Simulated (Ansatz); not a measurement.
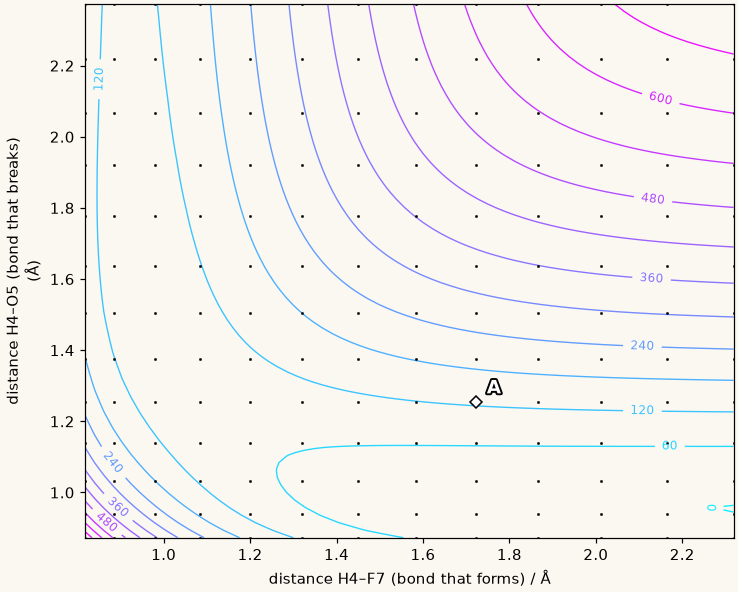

The reacting system ClFH₄MgO. Coordinates scanned: (1) distance H4–F7 (bond that forms); (2) distance H4–O5 (bond that breaks). Relaxed at each point: all other coordinates. The grid has 13 × 13 points. Points are written as (first, second). Energies: kJ/mol, counted from the lowest grid point. The reference is spin-restricted, so regions where a bond is pulled apart into radicals lie too high. Method: RHF/def2-SVP in Ansatz.

Drawn: contour lines labelled in kJ/mol, dots at the grid points, the point A. Between grid points the surface is interpolated.

Is A at rest? If not, where is it pushed?

A, at (1.723 Å, 1.253 Å), is not a stationary point. The computed force is 44 kJ/mol for each Å towards smaller values of the first coordinate and 580 kJ/mol for each Å towards smaller values of the second coordinate.
